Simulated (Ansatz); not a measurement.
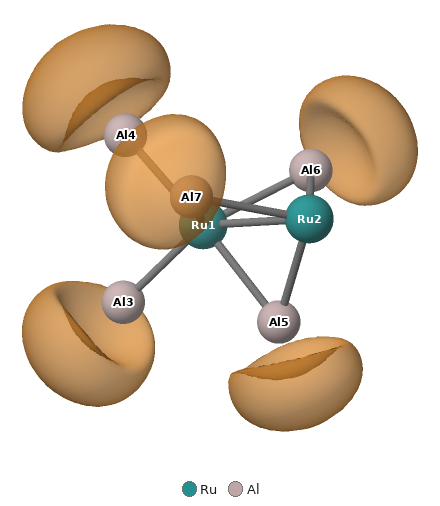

*Al5Ru2 (charge −1, quintet). Isosurface of the electron localisation function at 0.85 (orange), seen at a tilt. Only the valence region is drawn (cores and ρ < 0.01 e/Å³ removed).*

Geometry: PBE-D4/def2-SVPD; ⟨S²⟩ = 6.11, above the pure value of 6.00; core potentials replace the inner electrons of Ru.

Method: UKS PBE0-D4/def2-TZVPD (Ansatz 0.2.0).

```xyz
7

Ru   -0.0463   -0.5162   -0.0010
Ru    0.3039    2.1129   -0.4654
Al    0.9550   -2.3499    1.1122
Al   -2.1415   -1.6133    0.1611
Al    2.1432    0.6833    0.0331
Al   -0.2031    0.4608   -2.2397
Al   -1.0113    1.2224    1.3998
```

### Identify the bonds, lone pairs and shells in this picture.

At this value the surface marks out five lobes on Al, pointing away from the bonds (non-bonding electrons).

Values along the shortest contacts:
Al–Ru (2.37 Å): the ELF is about 0.40 at the midpoint. Ru–Ru (2.69 Å): the ELF is about 0.35 at the midpoint.
